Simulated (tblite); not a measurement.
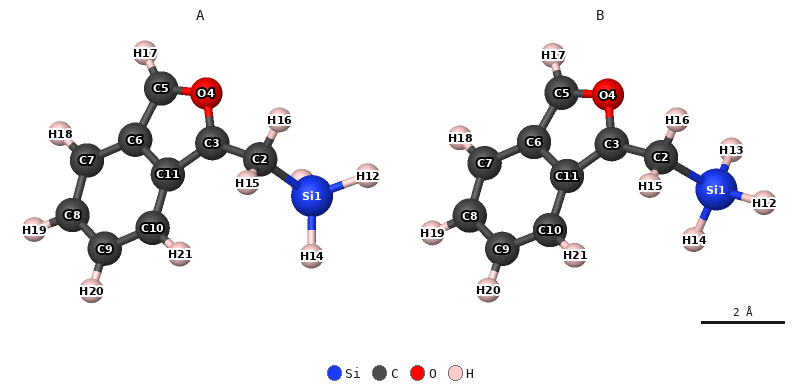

Two geometries of C$_{9}$H$_{10}$OSi, drawn at one scale. One is the start of a relaxation, the other its converged end. The picture is a ball-and-stick view, seen from a free direction.

Theory: GFN2-xTB geometry optimisation, gas phase (tblite). 

> Which one is relaxed?

Structure B is the relaxed one. After 128 geometry steps the energy has fallen by 0.559 eV. The largest move after the best rigid fit is that of H13, 1.08 Å. Largest moves by element: H 1.08 Å, Si 0.22 Å, C 0.18 Å, O 0.11 Å. Near-neighbour distances that change, for instance: Si1–C2 1.855 → 1.917 Å, C8–C9 1.360 → 1.419 Å, C6–C11 1.385 → 1.442 Å, C10–C11 1.366 → 1.411 Å. Bond angles that change, for instance: O4–C5–H17 129.6° → 117.4°, C6–C5–H17 124.0° → 132.6°, C2–Si1–H14 114.0° → 108.4°. Groups turn about Si1–C2 by about 40°.
